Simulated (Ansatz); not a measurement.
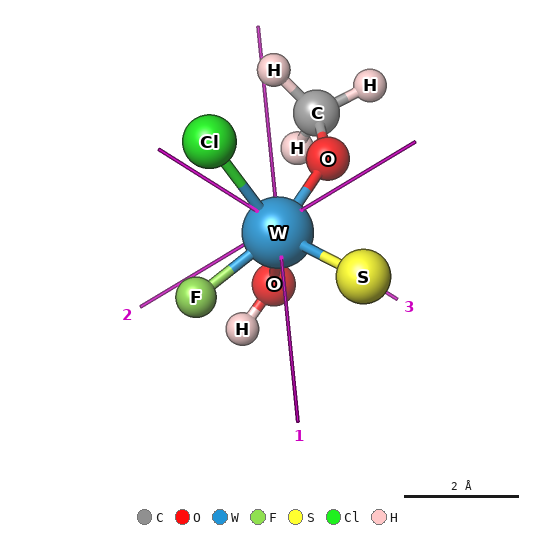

The three principal axes of inertia are drawn and numbered. Depth is shown by fading: the farther an atom, the more it takes the colour of the background. The species is neutral and a spin singlet. Computed geometry: PBE0-D4/def2-TZVP optimisation. Masses are those of the most abundant isotopes; constants are for the rigid equilibrium geometry.

### Which line is the a axis (least moment of inertia), which b and which c?

a is line 1, b is line 3, c is line 2; the moments are 379, 421, 507 u Å².

### What kind of rotor is it, and what are its rotational constants in MHz?

An asymmetric top (C1): A = 1332, B = 1201, C = 996 MHz. Ray's parameter κ is 0.22, nearer the oblate limit.
